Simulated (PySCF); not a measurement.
**C₅H₉F₂ (SMILES CC(C)(C)[C](F)F) (doublet): density, localisation and related maps**

The calculation's input:

```
{"job": {"kind": "epr", "basis": "pcH-1"}, "charge": 0, "multiplicity": 2}
C      0.145076     1.341855    -0.737614
C     -0.022558     0.058924     0.080839
C     -0.485064    -1.092357    -0.838340
C      1.293360    -0.319106     0.766019
C     -1.062233     0.290168     1.130236
F     -2.257200     0.772232     0.749328
F     -1.262353    -0.666553     2.052234
H      0.478901     2.158641    -0.102650
H      0.883702     1.187055    -1.519461
H     -0.796439     1.626939    -1.200445
H      0.265930    -1.267288    -1.605005
H     -1.426573    -0.838993    -1.320142
H     -0.619982    -2.005909    -0.264009
H      1.633965     0.487814     1.410153
H      1.166895    -1.213880     1.370500
H      2.056973    -0.510598     0.016946
```

Run with:

```sh
OMP_NUM_THREADS=1 python probes_run.py task.json out
```

Geometry: GFN2-xTB.

All numbers below come from PySCF 2.14.0, density-fitted response routines, UKS B3LYP, pcH-1 on C F H, non-relativistic, mean-field spin-orbit, GIAO.

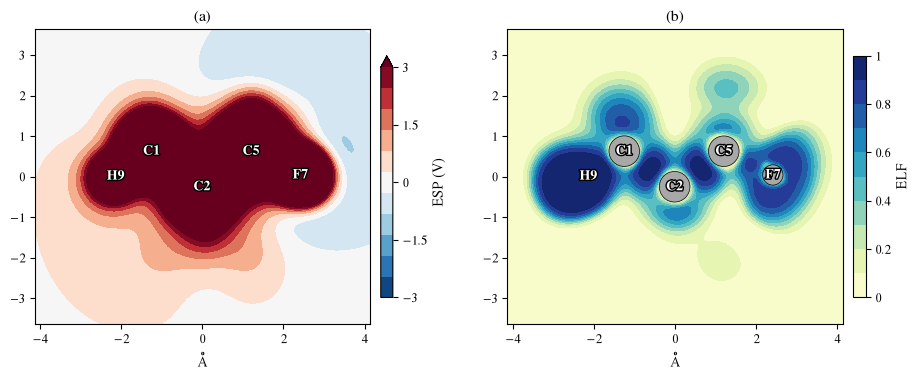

Figure 1. (a) molecular electrostatic potential; (b) ELF on the plane of atoms C2, C5 and F7. Grey discs cover the atomic cores in the ELF map.

> What does the map show?

- The plane passes through C, F and H nuclei.
- C–F (1.34 Å): the ELF peaks at about 0.85 between the atoms; a polar covalent bond.
- C–C (1.50 Å): the ELF peaks at about 0.95 between the atoms: a covalent bond.
- C–H (1.09 Å): the ELF climbs to about 1 towards the hydrogen, as it does in any bond to H: an ordinary covalent bond to hydrogen.
- C–C (1.53 Å): the ELF peaks at about 0.95 between the atoms: a covalent bond.
- The ELF also peaks beside F7, away from the bonds: non-bonding electrons, paired or unpaired.
- Outside the dense part of the molecule the potential is most negative (−0.8 V) near F7.

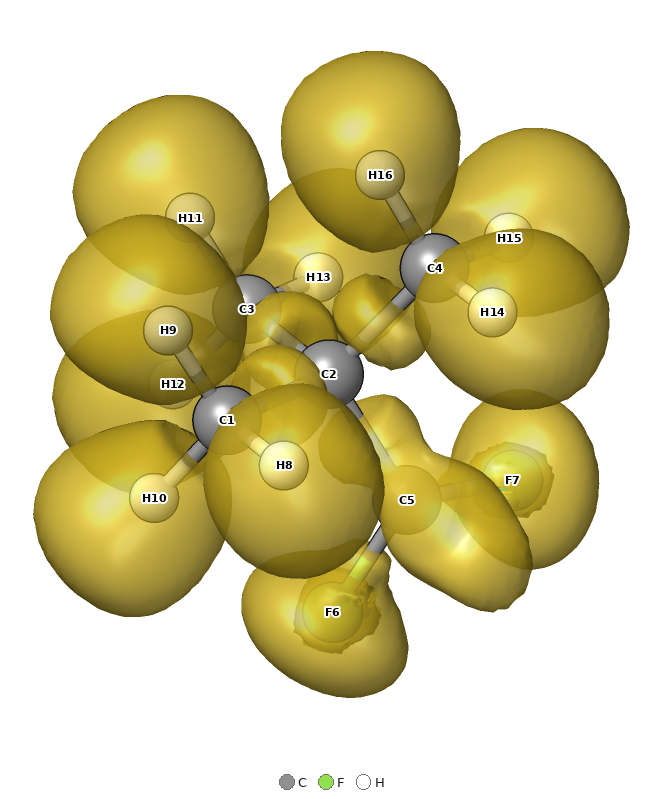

Figure 2. Isosurface of the electron localisation function at 0.75 (yellow), seen at an oblique angle. Only the valence region is drawn (cores and ρ < 0.01 e/Å³ removed).

> What do the ELF domains correspond to?

The surface consists of three regions between bonded C–C atoms (shared pairs), nine regions around hydrogen nuclei, one region on C in which the atom's valence shell and bonds are merged and two regions on F in which the atom's valence shell and bonds are merged.

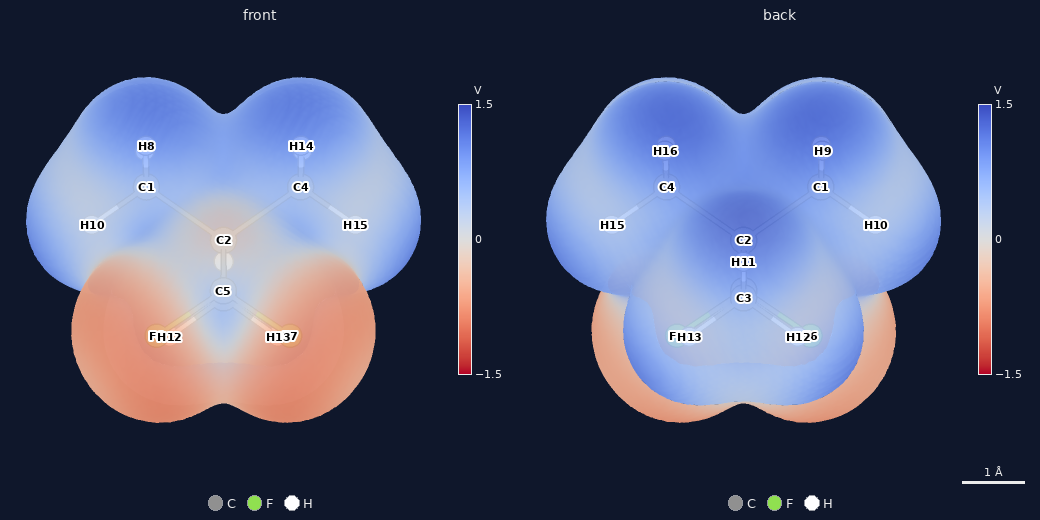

Figure 3. The electrostatic potential painted on the density surface at 0.004 e/bohr³, seen from the front and from behind; red is negative and blue positive.

> Describe the electrostatic potential map.

The most negative region (about −0.8 V) lies over F6 and F7, the most positive (about +1.2 V) over C5, H9, H11 and H16.

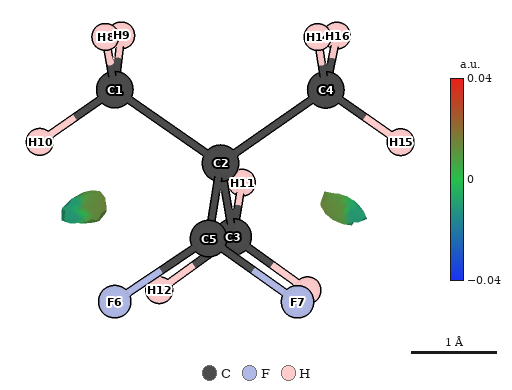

Figure 4. Non-covalent interaction (NCI) plot: the surface where the reduced density gradient is 0.5, for densities under 0.05 a.u., coloured by sign(λ₂)ρ; seen across its widest extent.

> Identify the weak interactions.

- Near H10, F6 and C1: mostly steric crowding (olive to red)
- Near H15, F7 and C4: mostly steric crowding (olive to red)
